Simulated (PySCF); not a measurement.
# AlH (SMILES [AlH]): SVWN5/def2-TZVPPD

What is the vertical ionisation energy of AlH at SVWN5/def2-TZVPPD? Input form: a Python script.

The results are computed with PySCF 2.14.0.

3 further runs of the same task are left out: 3 set aside as unsound or not needed.

### Step 1. The structure to begin with

AlH has 2 atoms, charge 0, and is taken as a singlet. As SMILES, `[AlH]`. The shape is that of a PBE0-D4/def2-TZVP optimisation.

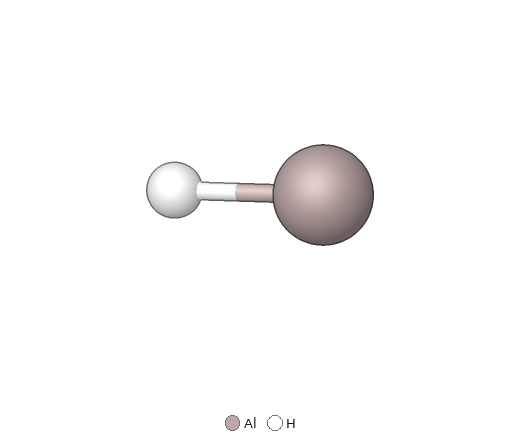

Viewed from a chosen angle; aluminium light grey, hydrogen white.

### Step 2. The energy at SVWN5/def2-TZVPPD

Input file mol.xyz:

```xyz
2
AlH
Al     0.000000     0.000000    -0.025640
H      0.000000     0.000000     1.639110
```

Input file input.py:

```python
# AlH
from pyscf import gto, dft

mol = gto.M(
    atom='mol.xyz',
    basis='def2-tzvppd',
    verbose=3,
    max_memory=1860,
)

ks = dft.RKS(mol)
ks.xc = 'svwn'
ks.grids.level = 5
ks.conv_tol = 1e-10
ks.kernel()
if not ks.converged:
    ks = ks.newton().run(ks.mo_coeff, ks.mo_occ)

energy = ks.e_tot
print(f'total energy: {energy:.8f} hartree')
```

Command:

```console
$ OMP_NUM_THREADS=1 python input.py
```

What it wrote:

```text
converged SCF energy = -241.913519330081
total energy: -241.91351933 hartree
```

Run time: 1.6 s. Hardware: 1 thread of Arm Neoverse V2, shared host; peak memory 0.2 GiB.

### Step 3. The doublet cation

Input file input.py:

```python
from pyscf import gto, dft

molecule = gto.Mole()
molecule.atom = '''
Al       0.000000       0.000000      -0.025640
H        0.000000       0.000000       1.639110
'''
molecule.max_memory = 1860
molecule.verbose = 3
molecule.basis = 'def2-tzvppd'
molecule.spin = 1
molecule.charge = 1
molecule.build()

myscf = dft.UKS(molecule)
myscf.xc = 'svwn'
myscf.conv_tol = 1e-10
myscf.grids.level = 5
myscf.kernel()
if not myscf.converged:
    myscf = myscf.newton().run(myscf.mo_coeff, myscf.mo_occ)

etot = myscf.e_tot
print('E(%s) = %.9f' % ('SVWN5', etot))
```

Command:

```console
$ OMP_NUM_THREADS=1 python input.py
```

What it wrote:

```text
converged SCF energy = -241.611055937572  <S^2> = 0.75337273  2S+1 = 2.0033699
E(SVWN5) = -241.611055938
```

Run time: 2.7 s. Hardware: 1 thread of Arm Neoverse V2, shared host; peak memory 0.2 GiB.

### Step 4. Outcome

Level: SVWN5/def2-TZVPPD.

| quantity | value |
| --- | --- |
| singlet AlH: total energy | -241.91352 Eh |
| singlet AlH: dipole moment | 0.16 D |
| singlet AlH: HOMO energy | -4.93 eV |
| singlet AlH: LUMO energy | -2.68 eV |
| singlet AlH: HOMO–LUMO gap | 2.26 eV |
| doublet cation: total energy | -241.61106 Eh |
| doublet cation: HOMO energy (highest over α and β) | -12.95 eV |
| doublet cation: LUMO energy (lowest over α and β) | -11.56 eV |
| doublet cation: ⟨S²⟩ | 0.753 |
| vertical ionisation energy (to the doublet cation) | 8.230 eV |

**Reading.** The vertical ionisation energy comes to 8.23 eV (190 kcal/mol). The negative HOMO energy of the first species, 4.93 eV, lies 3.30 eV below that difference.
